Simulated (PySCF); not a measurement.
# Two runs on C₃H₇FO₂Si

System: C₃H₇FO₂Si, SMILES FC[SiH]1OCCO1.
Method of the first run: GIAO KT2/Sadlej pVTZ NMR shielding, non-relativistic, gas phase (PySCF 2.14.0).

The geometry comes from this level: GFN2-xTB. Text and figures count atoms from 1; the logs count them from 0 in places.

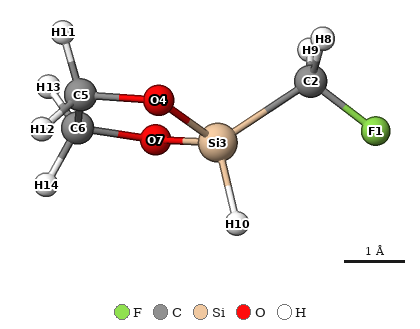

Fig. 1: The structure (ball-and-stick view, seen at a tilt; atoms are numbered from 1 in the order of the input).

### The input, the first run
```
{"job": {"kind": "nmr", "xc": "KT2", "basis": "Sadlej pVTZ", "pop": false}, "charge": 0, "multiplicity": 1}
F      3.235217    -1.011823    -0.376168
C      2.317085     0.016716    -0.426387
Si     0.631091    -0.619715     0.186808
O     -0.113915     0.450882     1.179015
C     -1.430192     0.712131     0.782643
C     -1.713676    -0.069187    -0.523505
O     -0.504795    -0.593354    -0.993254
H      2.717751     0.809245     0.208158
H      2.304051     0.363110    -1.461761
H      0.739310    -1.927447     0.819929
H     -1.532862     1.790067     0.631837
H     -2.109665     0.397615     1.578838
H     -2.134560     0.575660    -1.298106
H     -2.405518    -0.894373    -0.330213
```

The first line tells a small driver script what to run in PySCF; the rest is the geometry in Å.

Command:
```bash
OMP_NUM_THREADS=1 python <driver script> task.json out
```

Hardware: 1 CPU thread, shared host.

### Output (the first run)
```
coarse grid: 12480 points
cycle   1  E = -666.2256449560  dE =  1.048e+00  |g| = 1.145e+00  |ddm| = 2.201e+01
cycle   2  E = -665.2486312913  dE =  9.770e-01  |g| = 2.472e+00  |ddm| = 6.781e+00
cycle   3  E = -666.4722808930  dE = -1.224e+00  |g| = 1.465e-01  |ddm| = 4.702e+00
cycle   4  E = -666.4754579889  dE = -3.177e-03  |g| = 1.025e-01  |ddm| = 1.095e+00
cycle   5  E = -666.4776289537  dE = -2.171e-03  |g| = 2.844e-02  |ddm| = 2.891e-01
cycle   6  E = -666.4777566919  dE = -1.277e-04  |g| = 1.012e-02  |ddm| = 6.782e-02
cycle   7  E = -666.4777783313  dE = -2.164e-05  |g| = 1.662e-03  |ddm| = 3.296e-02
cycle   8  E = -666.4777788029  dE = -4.715e-07  |g| = 8.824e-04  |ddm| = 6.652e-03
final grid: 117176 points
cycle   9  E = -666.5344928665  dE = -3.058e-04  |g| = 2.911e-02  |ddm| = 7.275e-01
cycle  10  E = -666.5341421492  dE =  3.507e-04  |g| = 5.129e-02  |ddm| = 1.703e-01
cycle  11  E = -666.5346329201  dE = -4.908e-04  |g| = 4.757e-03  |ddm| = 9.935e-02
cycle  12  E = -666.5346366136  dE = -3.694e-06  |g| = 1.884e-03  |ddm| = 1.867e-02
cycle  13  E = -666.5346374570  dE = -8.434e-07  |g| = 3.870e-04  |ddm| = 6.062e-03
cycle  14  E = -666.5346374855  dE = -2.856e-08  |g| = 1.113e-04  |ddm| = 1.368e-03
cycle  15  E = -666.5346374881  dE = -2.550e-09  |g| = 1.898e-05  |ddm| = 2.999e-04
cycle  16  E = -666.5346374881  dE = -6.389e-11  |g| = 7.945e-06  |ddm| = 8.545e-05
converged SCF energy = -666.5346374881

GIAO shielding tensors (ppm)
atom      isotropic    diamagn.    paramagn.     s11        s22        s33       span
  0 F      473.657     445.122      28.535    423.829    490.654    506.489     82.661
  1 C      120.669     108.806      11.863     76.672     94.439    190.895    114.223
  2 Si     348.384     919.397    -571.014    313.224    350.770    381.157     67.933
  3 O      291.402     258.836      32.566    234.775    280.452    358.978    124.203
  4 C      133.368     164.072     -30.704     98.254    117.258    184.591     86.337
  5 C      132.668     160.565     -27.896     94.839    119.326    183.840     89.002
  6 O      288.952     261.119      27.833    240.726    273.974    352.155    111.430
  7 H       26.995      20.364       6.631     23.069     27.523     30.393      7.324
  8 H       26.934      21.298       5.635     23.470     27.439     29.891      6.421
  9 H       26.085      32.250      -6.165     23.224     23.329     31.704      8.480
 10 H       27.588      24.066       3.521     22.950     26.118     33.694     10.744
 11 H       27.499      21.749       5.751     23.401     26.209     32.888      9.487
 12 H       27.374      21.190       6.184     23.346     26.020     32.755      9.410
 13 H       27.449      27.502      -0.053     22.659     26.243     33.445     10.786
```

The input of the second run differs as follows (lines with − go, lines with + come):
```diff
-"xc": "KT2"
-"basis": "Sadlej pVTZ"
-"pop": false
+"xc": "PBE0"
+"basis": "pcSseg-1"
```

How does the second run compare with the first run?

The total energies belong to different models, so their difference says nothing on which is more stable or more accurate. The HOMO goes from −6.63 to −8.08 eV. The LUMO goes from −0.83 to 0.76 eV. The dipole moment goes from 2.25 to 2.73 D. Of all shieldings, the largest change is that of F1, by +15.7 ppm. The functional changes from KT2 to PBE0. The SCF takes 12 iterations against 16. The basis functions go from 239 to 161.

### Output (the second run)
```
coarse grid: 12480 points
cycle   1  E = -657.5734776640  dE =  1.059e+00  |g| = 9.461e-01  |ddm| = 3.320e+00
cycle   2  E = -657.3892683713  dE =  1.842e-01  |g| = 1.402e+00  |ddm| = 1.692e+00
cycle   3  E = -657.7243875490  dE = -3.351e-01  |g| = 7.433e-02  |ddm| = 1.114e+00
cycle   4  E = -657.7252797845  dE = -8.922e-04  |g| = 3.362e-02  |ddm| = 7.149e-02
cycle   5  E = -657.7254766456  dE = -1.969e-04  |g| = 8.649e-03  |ddm| = 2.673e-02
cycle   6  E = -657.7254862577  dE = -9.612e-06  |g| = 2.723e-03  |ddm| = 5.386e-03
final grid: 117176 points
cycle   7  E = -657.7944028498  dE = -2.342e-05  |g| = 1.230e-02  |ddm| = 1.842e-02
cycle   8  E = -657.7943725311  dE =  3.032e-05  |g| = 1.808e-02  |ddm| = 1.767e-02
cycle   9  E = -657.7944290337  dE = -5.650e-05  |g| = 8.246e-04  |ddm| = 1.118e-02
cycle  10  E = -657.7944291729  dE = -1.392e-07  |g| = 2.046e-04  |ddm| = 8.621e-04
cycle  11  E = -657.7944291821  dE = -9.180e-09  |g| = 4.366e-05  |ddm| = 1.833e-04
cycle  12  E = -657.7944291824  dE = -2.915e-10  |g| = 2.101e-05  |ddm| = 4.602e-05
converged SCF energy = -657.7944291824

GIAO shielding tensors (ppm)
atom      isotropic    diamagn.    paramagn.     s11        s22        s33       span
  0 F      489.334     469.768      19.566    444.005    495.208    528.789     84.784
  1 C      108.868     251.834    -142.965     68.692     85.168    172.745    104.053
  2 Si     339.151     881.008    -541.857    302.085    346.993    368.373     66.287
  3 O      300.977     398.065     -97.087    246.222    285.410    371.300    125.079
  4 C      121.857     243.673    -121.816     89.794    109.777    165.999     76.205
  5 C      121.648     243.922    -122.274     87.581    111.165    166.199     78.618
  6 O      299.383     397.595     -98.212    250.075    281.625    366.448    116.373
  7 H       26.957      30.062      -3.105     22.753     27.519     30.598      7.844
  8 H       26.925      30.372      -3.447     22.981     27.500     30.293      7.312
  9 H       26.652      29.576      -2.924     23.597     24.050     32.308      8.711
 10 H       27.486      29.145      -1.660     22.725     25.709     34.022     11.298
 11 H       27.489      28.352      -0.864     23.261     25.678     33.528     10.267
 12 H       27.383      28.672      -1.290     23.141     25.603     33.405     10.264
 13 H       27.493      28.710      -1.217     22.712     25.804     33.961     11.250
```

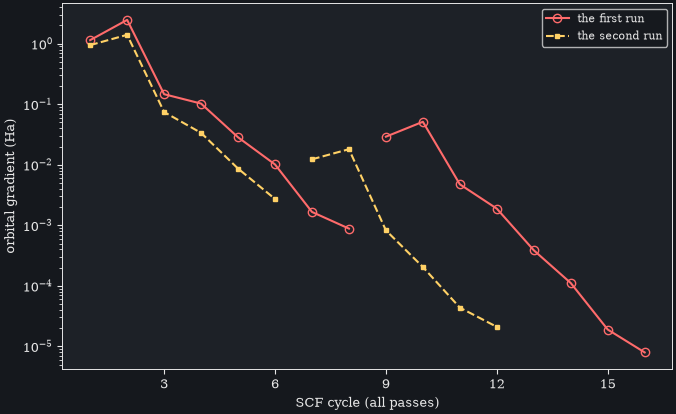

Fig. 2: Convergence of the two runs: orbital gradient against the SCF cycle. A break in a curve parts two SCF passes (coarse and final grid). The first run takes 16 cycles in all, and the second run takes 12.

### The two runs side by side

| quantity | the first run | the second run |
| --- | --- | --- |
| outcome | converged | converged |
| total energy (hartree) | −666.534637 | −657.794429 |
| HOMO (eV) | −6.63 | −8.08 |
| LUMO (eV) | −0.83 | 0.76 |
| dipole moment (D) | 2.25 | 2.73 |
| shielding of F1 (ppm) | 473.7 | 489.3 |
| shielding of C2 (ppm) | 120.7 | 108.9 |
| shielding of Si3 (ppm) | 348.4 | 339.2 |
| shielding of O4 (ppm) | 291.4 | 301.0 |
| shielding of C5 (ppm) | 133.4 | 121.9 |
| shielding of C6 (ppm) | 132.7 | 121.6 |
| shielding of O7 (ppm) | 289.0 | 299.4 |
| SCF iterations | 16 | 12 |
| basis functions | 239 | 161 |
| wall time (shared host) | 99 s | 28 s |
